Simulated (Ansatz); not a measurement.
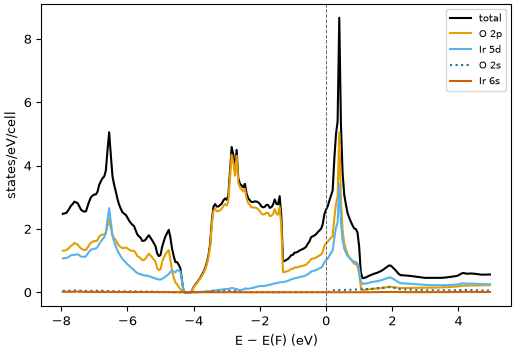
Total and projected density of states of IrO3 (ReO3 type, space group No. 221), the program Ansatz at the LDA level (PAW)

Q: Which orbitals carry the states next to the Fermi level?

A: Within 0.5 eV of the Fermi level: O 2p 57 %, Ir 5d 40 %. Projections are on Löwdin-orthogonalised atomic valence shells; empty p or d shells of many metals are not among them.

Q: Where is the tallest occupied peak in this window, and what makes it?

A: Near -6.5 eV, about 5.1 states/eV per cell; the largest projected share is Ir 5d.

Space group Pm-3m (ReO3 type). The workflow started from a Materials Project entry (that database holds measured and hypothetical structures alike); the Crystallography Open Database copy checked does not list it. Its standing as an ambient phase is unchecked. The cell was relaxed with LDA under the symmetry of its start; its stability against distortions is not shown here. The run is not spin-polarised. With an odd number of electrons in the cell and no spin polarisation, the count alone makes it a metal. Spin–orbit coupling is left out wherever it is not named.

Potentials: the later of the program's two PAW sets.
